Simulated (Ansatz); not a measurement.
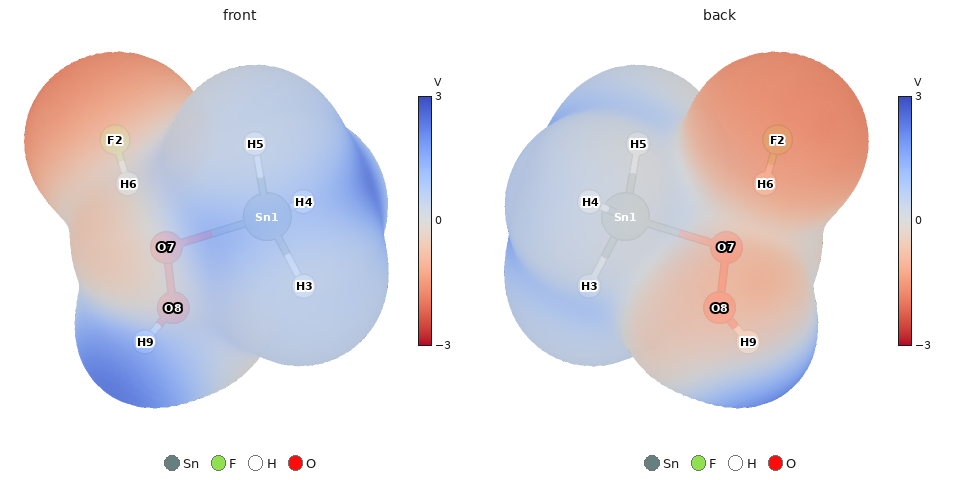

H₄O₂Sn···HF. The electrostatic potential painted on the density surface at 0.001 e/bohr³, seen from the front and from behind; the colour scale runs from red (negative) to blue (positive).

The product side of a reaction path; geometry: PBE0-D4/def2-TZVP; core potentials replace the inner electrons of Sn.

Method: Ansatz 0.2.0, RKS PBE0-D4/def2-TZVPP.

Input

```
crystal:
  periodic: [false, false, false]
  atoms:
    - {symbol: Sn, position_ang: [-0.462506, 0.753419, -0.943762]}
    - {symbol: F, position_ang: [1.511908, 0.696298, 2.031848]}
    - {symbol: H, position_ang: [-1.135537, -0.101542, -2.249848]}
    - {symbol: H, position_ang: [-1.615933, 1.428571, 0.097984]}
    - {symbol: H, position_ang: [0.822906, 1.776703, -1.367774]}
    - {symbol: H, position_ang: [1.163542, 0.064584, 1.414593]}
    - {symbol: O, position_ang: [0.493021, -0.672559, 0.136148]}
    - {symbol: O, position_ang: [-0.561124, -1.544574, 0.580713]}
    - {symbol: H, position_ang: [-0.216279, -2.401000, 0.299796]}
basis:
  gaussian: {orbitals: def2-TZVPP}
hamiltonian: {xc: pbe0, dispersion: d4}
output: {orbitals: {seedname: orbitals}}
```

Launched as:

```sh
ansatz run in.yaml --threads 4 --pin off --events-out ev --progress --plain --max-ram 9574MiB
```

Q: Describe the electrostatic potential map.

A: The most negative region (about −1.7 V) lies over F2, the most positive (about +2.2 V) over Sn1 and H9.
